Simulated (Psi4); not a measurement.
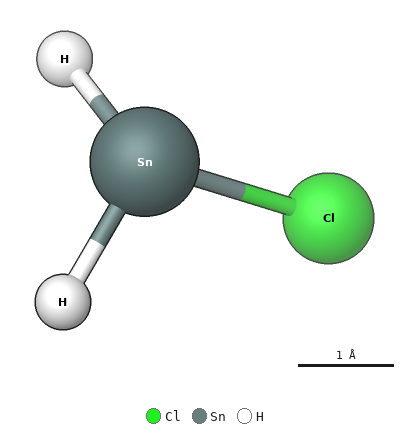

**Figure 1.** The structure (ball-and-stick view, seen at a tilt). Sticks mark near contacts. Bond lengths as drawn: Cl–Sn 2.34 Å and H–Sn 1.72 Å.

# Single-point calculation, with input and output: SnH2Cl

The run: single-point calculation of SnH2Cl, multiplicity 2. Method and program: N12-SX/STO-3G, UKS (Psi4 1.11).

The geometry comes from this level: PBE0-D4/def2-TZVP.

## Input file (input.inp)
```
memory 1.6 GB

molecule {
  0 2
  Cl    -1.882600     0.398400    -0.585000
  Sn     0.380000    -0.179600    -0.397100
  H      0.412500    -1.500000     0.709600
  H      1.145500     1.221000     0.252100
  units angstrom
}

set globals {
  reference uks
  scf_type pk
  print 2
}

result, w = energy('n12-sx/STO-3G', return_wfn=True)
```

Hardware: 1 thread of Intel Xeon @ 2.50GHz (Skylake/Cascade Lake), 16 GiB of memory available, shared host.

Launched with:
```bash
psi4 input.inp input.out -n 1
```

## Output
```
Psi4 1.11 release

   => Loading Basis Set <=

    Name: STO-3G
    Role: ORBITAL
    Keyword: BASIS

         ---------------------------------------------------------
                                   SCF
                              UKS Reference
                        1 Threads,   1525 MiB Core
         ---------------------------------------------------------

  ==> Geometry <==

    Molecular point group: c1
    Full point group: C1

    Geometry (in Angstrom), charge = 0, multiplicity = 2:

       Center              X                  Y                   Z               Mass
    ------------   -----------------  -----------------  -----------------  -----------------
         CL          -1.763409950634     0.448653000849    -0.157298251662    34.968852682000
         SN           0.499190049366    -0.129346999151     0.030601748338   119.902201630000
         H            0.531690049366    -1.449746999151     1.137301748338     1.007825032230
         H            1.264690049366     1.271253000849     0.679801748338     1.007825032230

  Running in c1 symmetry.

  Rotational constants: A =      3.03920  B =      0.11094  C =      0.10903 [cm^-1]
  Rotational constants: A =  91113.03066  B =   3326.03022  C =   3268.64771 [MHz]
  Nuclear repulsion =  228.427548484524550

  Charge       = 0
  Multiplicity = 2
  Electrons    = 69
  Nalpha       = 35
  Nbeta        = 34

  ==> Algorithm <==

  SCF Algorithm Type is PK.
  DIIS enabled.
  MOM disabled.
  Fractional occupation disabled.
  Guess Type is SAD.
  Energy threshold   = 1.00e-06
  Density threshold  = 1.00e-06
  Integral threshold = 1.00e-12

  ==> Primary Basis <==

  -AO BASIS SET INFORMATION:
    Name                   = STO-3G
    Blend                  = STO-3G
    Total number of shells = 18
    Number of primitives   = 54
    Number of AO           = 40
    Number of SO           = 38
    Maximum AM             = 2
    Spherical Harmonics    = TRUE

  -Contraction Scheme:
    Atom   Type   All Primitives // Shells:
   ------ ------ --------------------------
       1    CL     9s 6p // 3s 2p
       2    SN     15s 12p 6d // 5s 4p 2d
       3     H     3s // 1s
       4     H     3s // 1s

  ==> DFT Potential <==

   => LibXC <=

    Version 7.1.2

   => Composite Functional: N12-SX <=

   N12-SX Hybrid nonseparable GGA Exchange-Correlation Functional

    Deriv               =              1
    GGA                 =           TRUE
    Meta                =          FALSE

    Exchange Hybrid     =           TRUE
    MP2 Hybrid          =          FALSE

   => Exchange Functionals <=

    1.0000   XC_HYB_GGA_X_N12_SX [omega = 0.1100]

   => Exact (HF) Exchange <=

    -0.2500            HF,LR [omega = 0.1100]
    0.2500               HF

   => Correlation Functionals <=

    1.0000   XC_GGA_C_N12_SX

   => LibXC Density Thresholds  <==

    XC_GGA_C_N12_SX:  1.00E-14
    XC_HYB_GGA_X_N12_SX:  1.00E-14

   => XC_HYB_GGA_X_N12_SX Functional <=

    Minnesota N12-SX exchange functional
    GGA   =           TRUE
    Meta  =          FALSE
    LRC   =           TRUE
    Alpha =   1.000000E+00
    Omega =   1.100000E-01

   => XC_GGA_C_N12_SX Functional <=

    Minnesota N12-SX correlation functional
    GGA   =           TRUE
    Meta  =          FALSE
    LRC   =          FALSE
    Alpha =   1.000000E+00
    Omega =   0.000000E+00

   => Molecular Quadrature <=

    Radial Scheme          =       TREUTLER
    Pruning Scheme         =           NONE
    Nuclear Scheme         =       TREUTLER

    Blocking Scheme        =         OCTREE
    BS radius alpha        =              1
    Pruning alpha          =              1
    Radial Points          =             75
    Spherical Points       =            302
    Total Points           =          83410
    Total Blocks           =            689
    Max Points             =            256
    Max Functions          =             36
    Weights Tolerance      =       1.00E-15

  ==> Integral Setup <==

  Using in-core PK algorithm.
   Calculation information:
      Number of atoms:                   4
      Number of AO shells:              18
      Number of primitives:             54
      Number of atomic orbitals:        40
      Number of basis functions:        38

      Integral cutoff                 1.00e-12
      Number of threads:                 1

  Performing in-core PK
  Using 824733 doubles for integral storage.
  We computed 11735 shell quartets total.
  Whereas there are 14706 unique shell quartets.

  Computing range-separated integrals for PK
  We computed 11735 wK shell quartets total.
  Whereas there are 14706 wK unique shell quartets.

  ==> DiskJK: Disk-Based J/K Matrices <==

    J tasked:                  Yes
    K tasked:                  Yes
    wK tasked:                 Yes
    Omega:               1.100E-01
    Memory [MiB]:             1089
    Schwarz Cutoff:          1E-12

  Cached 100.0% of DFT collocation blocks in 0.053 [GiB].

  Minimum eigenvalue in the overlap matrix is 3.2073979402E-01.
  Reciprocal condition number of the overlap matrix is 1.7673133258E-01.
    Using symmetric orthogonalization.

  ==> Pre-Iterations <==

  SCF Guess: Superposition of Atomic Densities via on-the-fly atomic UHF (no occupation information).

   -------------------------
    Irrep   Nso     Nmo
   -------------------------
     A         38      38
   -------------------------
    Total      38      38
   -------------------------

  ==> Iterations <==

                        Total Energy        Delta E     RMS |[F,P]|

   @UKS iter SAD: -6411.95775758032505   -6.41196e+03   0.00000e+00
   @UKS iter   1: -6414.03042953987460   -2.07267e+00   1.06122e-02 ADIIS/DIIS
   @UKS iter   2: -6414.12990987450758   -9.94803e-02   5.06860e-03 ADIIS/DIIS
   @UKS iter   3: -6414.17374860463951   -4.38387e-02   9.69186e-04 ADIIS/DIIS
   @UKS iter   4: -6414.17595591489135   -2.20731e-03   2.04548e-04 ADIIS/DIIS
   @UKS iter   5: -6414.17604716819733   -9.12533e-05   3.94209e-05 DIIS
   @UKS iter   6: -6414.17605143682522   -4.26863e-06   9.30964e-06 DIIS
   @UKS iter   7: -6414.17605175723384   -3.20409e-07   2.10613e-06 DIIS
   @UKS iter   8: -6414.17605177368659   -1.64528e-08   2.38445e-07 DIIS
  Energy and wave function converged.

  ==> Post-Iterations <==

   Electrons on quadrature grid:
      Nalpha   =   34.9999985598 ; deviation = -1.440e-06
      Nbeta    =   33.9999982677 ; deviation = -1.732e-06
      Ntotal   =   68.9999968275 ; deviation = -3.173e-06

   @Spin Contamination Metric:   7.493688263E-04
   @S^2 Expected:                7.500000000E-01
   @S^2 Observed:                7.507493688E-01
   @S   Expected:                5.000000000E-01
   @S   Observed:                5.000000000E-01

    Orbital Energies [Eh]
    ---------------------

    Alpha Occupied:

       1A   -1020.770581     2A   -148.356965     3A   -141.216320
       4A   -141.215838     5A   -141.215463     6A   -100.680049
       7A    -27.151368     8A    -24.522798     9A    -24.521343
      10A    -24.519939    11A    -16.502683    12A    -16.502448
      13A    -16.501547    14A    -16.500243    15A    -16.500203
      16A     -9.033852    17A     -6.895908    18A     -6.886213
      19A     -6.884826    20A     -4.001091    21A     -2.905773
      22A     -2.901174    23A     -2.898082    24A     -0.707487
      25A     -0.485321    26A     -0.482845    27A     -0.470440
      28A     -0.467494    29A     -0.466181    30A     -0.392384
      31A     -0.279470    32A     -0.269079    33A     -0.228858
      34A     -0.205397    35A     -0.125109

    Alpha Virtual:

      36A      0.125809    37A      0.235302    38A      0.257854

    Beta Occupied:

       1A   -1020.769827     2A   -148.356574     3A   -141.216071
       4A   -141.215507     5A   -141.215501     6A   -100.679420
       7A    -27.150426     8A    -24.521829     9A    -24.520088
      10A    -24.519707    11A    -16.501839    12A    -16.501685
      13A    -16.501156    14A    -16.499889    15A    -16.499861
      16A     -9.033421    17A     -6.895721    18A     -6.885082
      19A     -6.884918    20A     -3.999815    21A     -2.905113
      22A     -2.898295    23A     -2.898162    24A     -0.703442
      25A     -0.484741    26A     -0.481362    27A     -0.469291
      28A     -0.467212    29A     -0.465264    30A     -0.374532
      31A     -0.268677    32A     -0.260478    33A     -0.216887
      34A     -0.202505

    Beta Virtual:

      35A     -0.042348    36A      0.146579    37A      0.251258
      38A      0.283796

    Final Occupation by Irrep:
              A
    DOCC [    34 ]
    SOCC [     1 ]
    NA   [    35 ]
    NB   [    34 ]

  @UKS Final Energy: -6414.17605177368659

   => Energetics <=

    Nuclear Repulsion Energy =            228.4275484845245501
    One-Electron Energy =               -9333.2168087288227980
    Two-Electron Energy =                2827.6790307242263225
    DFT Exchange-Correlation Energy =    -137.0658222536143001
    Empirical Dispersion Energy =           0.0000000000000000
    VV10 Nonlocal Energy =                  0.0000000000000000
    Total Energy =                      -6414.1760517736865950

  UHF NO Occupations:
  HONO-2 :   33  A 1.9999041
  HONO-1 :   34  A 1.9997443
  HONO-0 :   35  A 1.0000000
  LUNO+0 :   36  A 0.0002557
  LUNO+1 :   37  A 0.0000959
  LUNO+2 :   38  A 0.0000231

Computation Completed

Properties will be evaluated at   0.000000,   0.000000,   0.000000 [a0]

Properties computed using the SCF density matrix

 Multipole Moments:

 ------------------------------------------------------------------------------------
     Multipole            Electronic (a.u.)      Nuclear  (a.u.)        Total (a.u.)
 ------------------------------------------------------------------------------------

 L = 1.  Multiply by 2.5417464519 to convert [e a0] to [Debye]
 Dipole X            :          7.3003120           -6.0888612            1.2114508
 Dipole Y            :         -2.1910302            1.8543071           -0.3367231
 Dipole Z            :         -1.3334212            1.2720137           -0.0614075
 Magnitude           :                                                    1.2588751

 ------------------------------------------------------------------------------------

	total time  =          2 seconds =       0.03 minutes

    Psi4 run time: 0:00:02.94
```

## Results in brief

| quantity | value |
| --- | --- |
| outcome | converged |
| total energy | −6414.176052 hartree |
| basis functions | 38 |
| ⟨S²⟩ | 0.751 |
| dipole moment | 3.20 D |
| wall time | 4.5 s |
| peak memory | 0.26 GiB |

Settings chosen away from the usual ones: print set to 2.
